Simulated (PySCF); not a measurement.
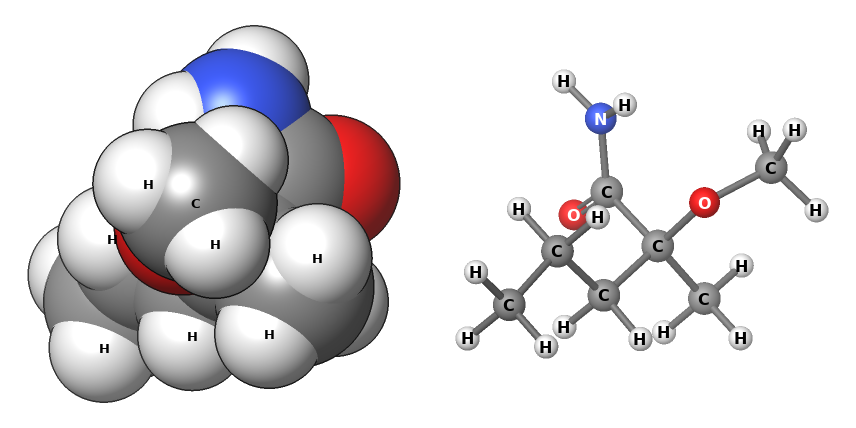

The same structure drawn twice, from different directions.

The geometry was computed by an optimisation with PBE0-D3(BJ)/def2-SVP. No frequency run is at hand to confirm it as a minimum.

Describe the molecule.

Formula C7H15NO2. SMILES: `CCC[C@](C)(OC)C(N)=O`. It has no ring. Among its groups: ether, amide. The point group is C1. Coordination: 6 C tetrahedral; 1 O bent; 1 C trigonal planar; 1 N trigonal planar.

The parts below concern this one geometry. Atoms keep their numbers from picture to picture.

## Shape

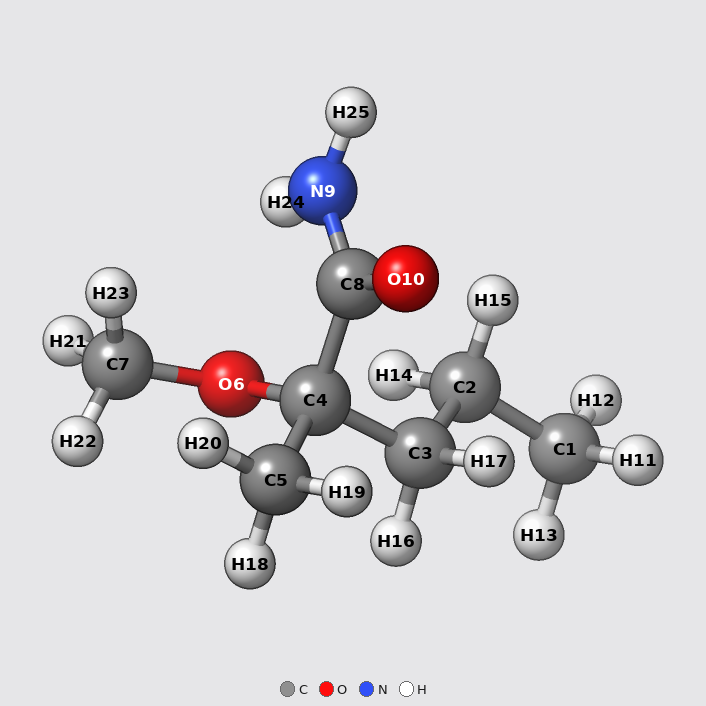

No frequency run is at hand to confirm it as a minimum.

List the bonds and their lengths. Leave out bonds to hydrogen.

```csv
bond,length (Å),order
C1–C2,1.521,single
C2–C3,1.521,single
C3–C4,1.534,single
C4–C5,1.523,single
C4–O6,1.420,single
C4–C8,1.544,single
O6–C7,1.401,single
C8–N9,1.353,single
C8–O10,1.215,double
```

## Electronic properties

No frequency run is at hand to confirm it as a minimum. Properties computed with B3LYP/pcSseg-1, gas phase (PySCF 2.14.0).

What does the calculation give?

- dipole moment: 2.95 D
- HOMO energy (Kohn–Sham orbital): −6.65 eV
- LUMO energy (Kohn–Sham orbital): 0.55 eV
- HOMO–LUMO gap: 7.20 eV

## NMR shielding

The questions are on isotropic NMR shieldings of the H atoms. No frequency run is at hand to confirm it as a minimum. Level of theory: GIAO B3LYP/pcSseg-1 NMR shielding, non-relativistic, gas phase (PySCF 2.14.0).

List the isotropic NMR shieldings of the H atoms.

| atom | σ (ppm) |
| --- | --- |
| H11 | 30.56 |
| H12 | 30.19 |
| H13 | 30.60 |
| H14 | 29.82 |
| H15 | 30.32 |
| H16 | 30.21 |
| H17 | 29.89 |
| H18 | 30.71 |
| H19 | 29.42 |
| H20 | 29.97 |
| H21 | 28.01 |
| H22 | 28.04 |
| H23 | 28.27 |
| H24 | 25.46 |
| H25 | 27.10 |

## Polarisability

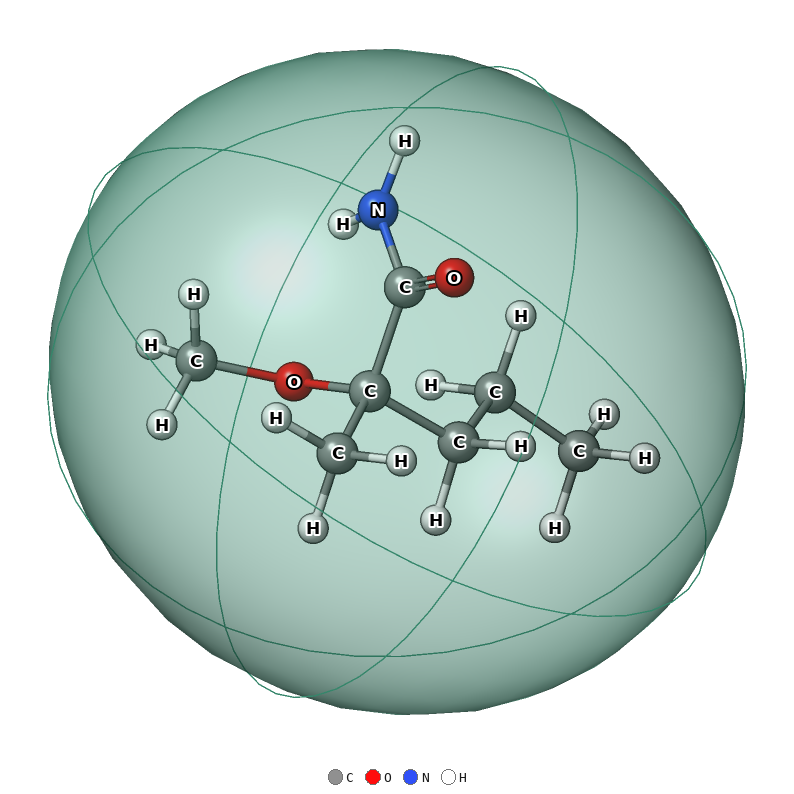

The ellipsoid shows the static dipole polarisability: its half-axes are proportional to the principal values. No frequency run is at hand to confirm it as a minimum. Level of theory: B3LYP/def2-SVPD (PySCF 2.14.0).

**Give the principal values, the mean and the anisotropy.**

Principal values 97.9, 101.2, 106.9 bohr³; mean 102.0 bohr³ (15.11 Å³); anisotropy 7.9 bohr³, so the longest axis is 1.09 times the shortest.
